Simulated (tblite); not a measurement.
## C$_{6}$H$_{14}$NP: frequency calculation

The run: frequency calculation of C$_{6}$H$_{14}$NP. Method and program: GFN2-xTB harmonic vibrations, gas phase (tblite 0.8.0).

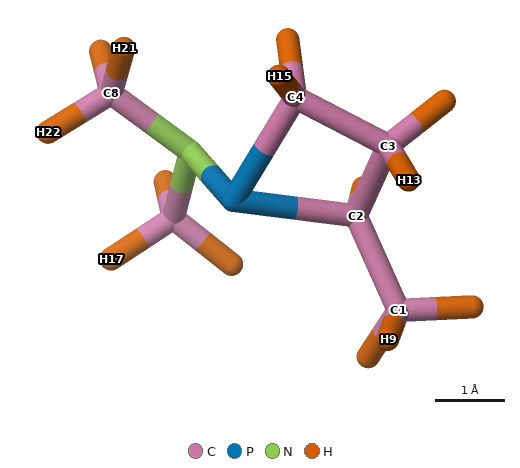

**Figure 1.** The structure (stick view, seen at a tilt; atoms are numbered from 1 in the order of the input).

### Results in brief

```csv
quantity,value
outcome,converged
total energy,−691.7773 eV
zero-point energy,119.8010 kcal/mol
hardware,"1 CPU thread, shared host"
wall time,0.85 s
peak memory,0.18 GiB
```

### Input
```
{"job": {"kind": "ir", "xc": "GFN2-xTB", "basis": "xTB"}, "charge": 0, "multiplicity": 1}
C     -2.171113    -1.587603     0.110466
C     -1.261497    -0.402414     0.371193
C     -1.925996     0.983048     0.342379
C     -0.747371     1.729606    -0.295665
P     -0.052421     0.126732    -0.985525
N      1.417999     0.061434    -0.047641
C      1.927156    -1.286658     0.136368
C      2.457986     0.949909    -0.537364
H     -2.684026    -1.472099    -0.843031
H     -2.922179    -1.669627     0.896159
H     -1.602099    -2.515613     0.080812
H     -0.700346    -0.536320     1.300611
H     -2.789557     0.978349    -0.324080
H     -2.245160     1.364249     1.313690
H     -1.015031     2.498964    -1.018552
H     -0.071896     2.142009     0.453213
H      2.406618    -1.692333    -0.763209
H      2.665764    -1.275386     0.940921
H      1.108388    -1.945444     0.423103
H      3.217021     1.062664     0.240266
H      2.027214     1.927852    -0.750940
H      2.950134     0.578064    -1.444809
```

The first line tells a small driver script what to run in tblite; the rest is the geometry in Å.

Launch command:
```bash
OMP_NUM_THREADS=1 python <driver script> task.json out
```

### The program's output
```
mode    cm-1     km/mol
  1      80.1      0.43
  2      97.2      0.66
  3     131.3      0.41
  4     180.4      1.75
  5     193.6      0.03
  6     216.4      0.08
  7     238.8      0.14
  8     257.9      0.31
  9     308.6      2.19
 10     323.5      0.45
 11     386.3      1.63
 12     423.2      3.17
 13     498.5      1.86
 14     662.1     41.91
 15     671.5     23.25
 16     720.0     27.55
 17     781.1     11.21
 18     897.1      8.24
 19     932.4      3.68
 20     965.0     73.81
 21     989.1      3.59
 22    1008.5      1.77
 23    1027.4      0.49
 24    1040.2      1.57
 25    1075.0      1.91
 26    1129.5      3.52
 27    1136.6      1.45
 28    1139.8      5.71
 29    1165.9      2.23
 30    1175.4     18.49
 31    1188.6      5.12
 32    1210.6      3.09
 33    1231.5     10.06
 34    1258.6      0.43
 35    1307.1      3.91
 36    1408.1      1.20
 37    1411.3      0.29
 38    1419.4      0.62
 39    1429.5      0.49
 40    1475.1      1.17
 41    1484.6      5.75
 42    1490.5      0.56
 43    1493.7      4.23
 44    1496.9      2.73
 45    1500.9      2.87
 46    1501.8      0.34
 47    2893.5     69.21
 48    2894.6     57.11
 49    2927.4     13.48
 50    2963.3     49.30
 51    2969.8     17.18
 52    2974.1     81.04
 53    2981.3     20.59
 54    2984.6     19.39
 55    2992.3     61.62
 56    3001.5     57.46
 57    3008.1     20.51
 58    3012.9     19.39
 59    3015.2     45.84
 60    3022.8     25.11
```

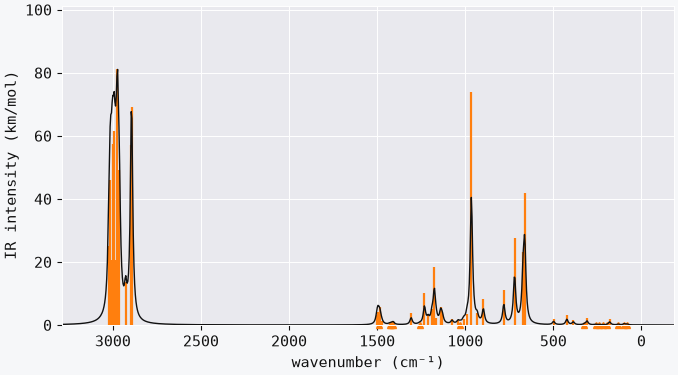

**Figure 2.** Harmonic infrared spectrum, unscaled: sticks (degenerate modes added up, dark ones marked on the axis) with a Lorentzian envelope of 16 cm⁻¹ full width, scaled to the tallest stick. 60 modes from 80 to 3023 cm⁻¹, none imaginary. The strongest line is at 2974 cm⁻¹ (81 km/mol).
